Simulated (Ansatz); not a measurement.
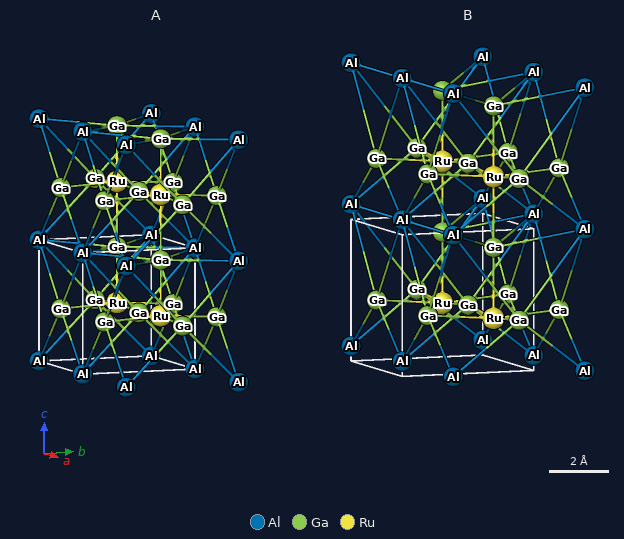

Two geometries of crystalline AlGa3Ru (built on the tetragonal perovskite type) (coarse preliminary run), drawn at one scale. One is the start of a relaxation, the other its converged end. The picture is a ball-and-stick view of the cell of the calculation, repeated 2 × 1 × 2 with one cell outlined, seen slightly off an axis.

All numbers below come from Ansatz, DFT PBE, scalar-relativistic, plane waves, PAW. Settings: plane-wave cutoff 420 eV; k-point mesh 4 × 4 × 4; occupations gaussian; smearing width 0.1 eV; no spin polarisation; cell and atoms relaxed; force threshold 0.04 eV/Å; at most 70 steps.

### Which geometry has the lower energy?

Structure B is the relaxed one. Case: tetragonal perovskite type (P4mm, No. 99). Over 12 accepted moves (14 points after the start) the energy falls by 8.741 eV per cell of the calculation. The largest force component goes from 11 to 0.0063 eV/Å. Pressure: 94.55 GPa at the start and −0.01 GPa at the end. The SCF was repeated twice at an unchanged geometry on a basis and grid sized afresh for the cell, which shifted the energy by 0.221 eV per cell of the calculation at most. The largest move relative to the cell is that of the Al atom, 0.51 Å along +c. By element the largest moves are Al 0.51 Å, Ru 0.35 Å, Ga 0.15 Å. Cell: a = b 4.092 → 4.795 Å (+17.2 %), c 4.143 → 4.842 Å (+16.9 %). Volume +60.4 %. Near-neighbour distances that change, for instance: Al–Ga 2.956 → 3.847 Å, Al–Ga 2.895 → 3.480 Å, Ga–Ru 1.906 → 2.424 Å, Ga–Ru 2.050 → 2.406 Å. Among the angles between lasting bonds that change: Ga–Al–Ga 91.0° → 105.2°, Al–Ga–Al 91.0° → 105.2°, Ga–Ru–Ga 86.5° → 94.7°. The space group stays P4mm (No. 99).

Limits of the set-up: the k-point mesh is coarse for a cell with partly filled bands.
